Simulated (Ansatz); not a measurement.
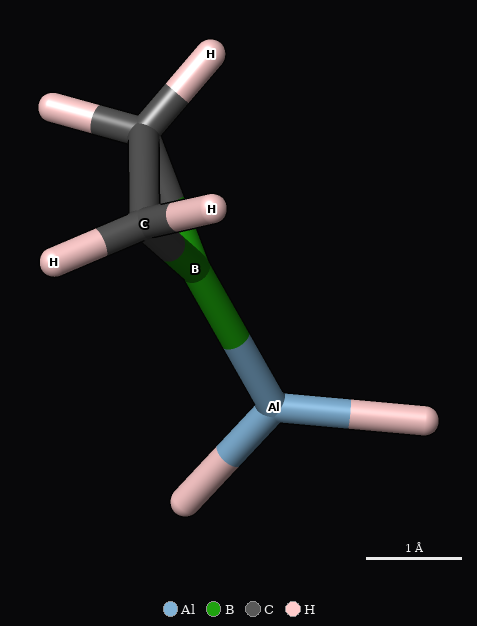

Figure 1. The structure (stick view, seen at an oblique angle). Sticks mark near contacts.

## C2H6AlB: single-point calculation

System: C2H6AlB, SMILES [AlH2][B]1CC1.
Method: RKS PBE0-D4/def2-TZVPP (Ansatz 0.2.0).

The geometry comes from this level: PBE0-D4/def2-TZVP.

**Input file**
```yaml
crystal:
  periodic: [false, false, false]
  atoms:
    - {symbol: Al, position_ang: [-1.502591, 1.226074, -1.064837]}
    - {symbol: B, position_ang: [-0.093828, 0.078186, -0.071671]}
    - {symbol: C, position_ang: [0.536165, -1.295574, 0.272085]}
    - {symbol: C, position_ang: [1.119560, -0.050299, 0.884074]}
    - {symbol: H, position_ang: [-1.199935, 1.799898, -2.518134]}
    - {symbol: H, position_ang: [-2.906153, 1.549236, -0.387690]}
    - {symbol: H, position_ang: [-0.024095, -1.974898, 0.908376]}
    - {symbol: H, position_ang: [1.102014, -1.811001, -0.498869]}
    - {symbol: H, position_ang: [2.088789, 0.295747, 0.536098]}
    - {symbol: H, position_ang: [0.963173, 0.131431, 1.943668]}
basis:
  gaussian: {orbitals: def2-TZVPP}
hamiltonian: {xc: pbe0, dispersion: d4}
output: {orbitals: {seedname: orbitals}}
```

Launched with:
```bash
ansatz run in.yaml --threads 2 --pin off --events-out ev --progress --plain --max-ram 4352MiB
```

**The program's output**
```
Functional definition: PBE0
  name "PBE0"
  cite "Adamo & Barone, J. Chem. Phys. 110, 6158 (1999) doi:10.1063/1.478522"
  cite "Perdew, Burke & Ernzerhof, Phys. Rev. Lett. 77, 3865 (1996) doi:10.1103/PhysRevLett.77.3865"
  parent pbe
  parameter a = 0.25
  parameter kappa = 0.804
  parameter beta = 0.06672455060314922
  exchange = (1 - a)*pbe_x(kappa = kappa, mu = beta*pi^2/3) + a*exact_x
  correlation = pbe_c(beta = beta)
1183 factors; their error is unknown
mean field evaluation 1: about -9428.1157 eV, gradient 6.1e1 eV
mean field evaluation 2: about -9412.2333 eV, gradient 9.1e1 eV
mean field evaluation 4: about -9437.1864 eV, gradient 3.3e0 eV
mean field evaluation 8: about -9437.2168 eV, gradient 3.2e-2 eV
mean field evaluation 16: about -9437.2158 eV, gradient 1.9e-5 eV
mean field -9437.21581443 eV, -346.8112844056 hartree, gradient 1.9e-5 eV, S^2 0.000000; 0 other end points of the search recorded, 0 dependent functions left out
reference -9437.21585112 eV, -346.8112857539 hartree; 18, 18 occupied and 201, 201 virtual orbitals, 1183 factors
Total energy: -9437.35271664 eV, -346.8163154692 hartree
```

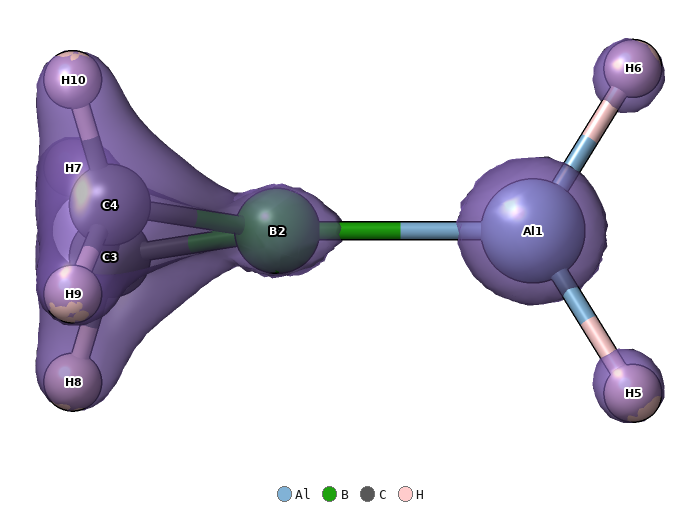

Figure 2. Isosurface of the electron density at 1 e/Å³ (purple), seen from the side. At this value the surface falls into four separate pieces. It is pinched off along the Al–B (2.07 Å) contacts. On the grid the lowest density along these lines, outside the cores, is 1.6 e/Å³ (C–C, 1.51 Å), 1.2 e/Å³ (C–B, 1.55 Å), 0.53 e/Å³ (Al–B, 2.07 Å) and 1.9 e/Å³ (C–H, 1.09 Å).

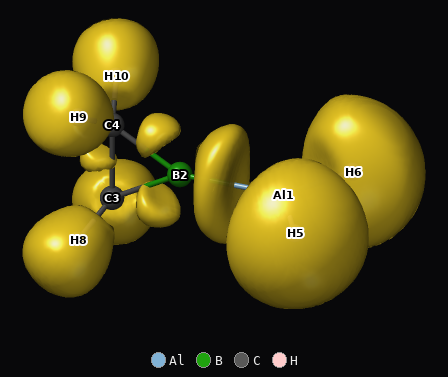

Figure 3. Isosurface of the electron localisation function at 0.85 (yellow), seen at a tilt. Core shells and regions of very low density are left out. The ELF exceeds this value in one region between bonded Al–B atoms (shared pairs), two regions between bonded B–C atoms (shared pairs), one region between bonded C–C atoms (shared pairs) and six regions around hydrogen nuclei. Along the contacts the grid gives the following.

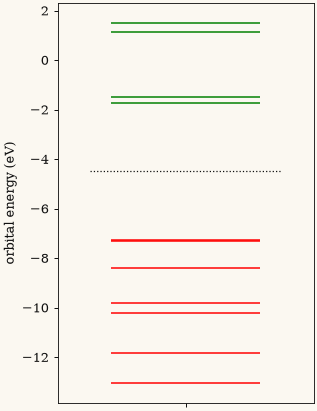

Figure 4. Orbital energies near the frontier; the dotted line parts filled from empty levels, and levels within 0.02 eV of each other stand side by side. Highest filled −7.25 eV, lowest empty −1.73 eV, 5.52 eV apart.

**Key numbers**

- outcome: converged
- total energy: −9437.3527 eV
- mean-field energy: −9437.2159 eV
- dispersion energy: −0.1369 eV
- SCF solution under orbital rotations: stable
- HOMO: −7.25 eV
- LUMO: −1.73 eV
- hardware: 2 threads of Arm Neoverse V1, 23 GiB of memory available, shared host
- wall time: 3.6 s (CPU time 6.8 s)
- peak memory: 0.4 GiB
